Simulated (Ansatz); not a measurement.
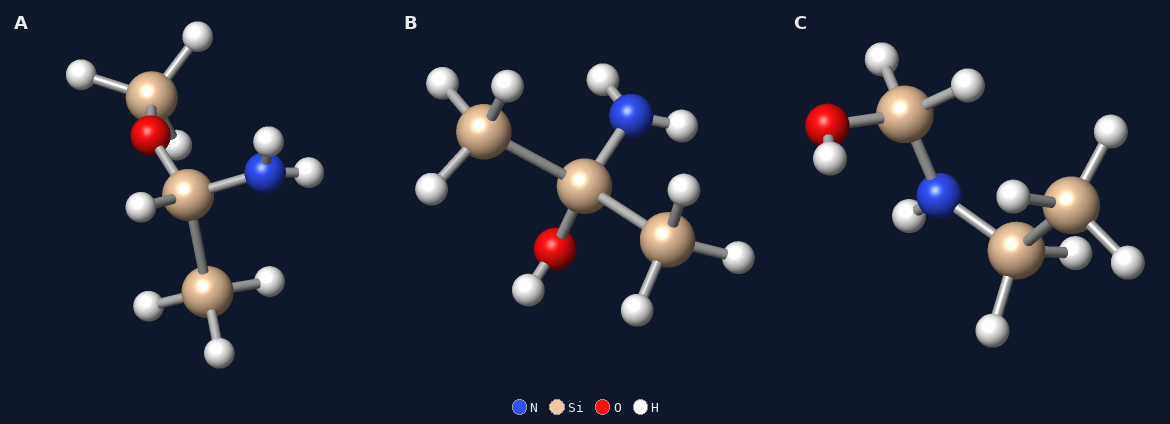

The picture comes from a calculation with Ansatz.

### Which panel belongs to which SMILES?
(1) N[Si@H]([SiH3])O[SiH3]
(2) O[SiH2]N[SiH2][SiH3]
(3) N[Si](O)([SiH3])[SiH3]

A is (1), B is (3), C is (2).
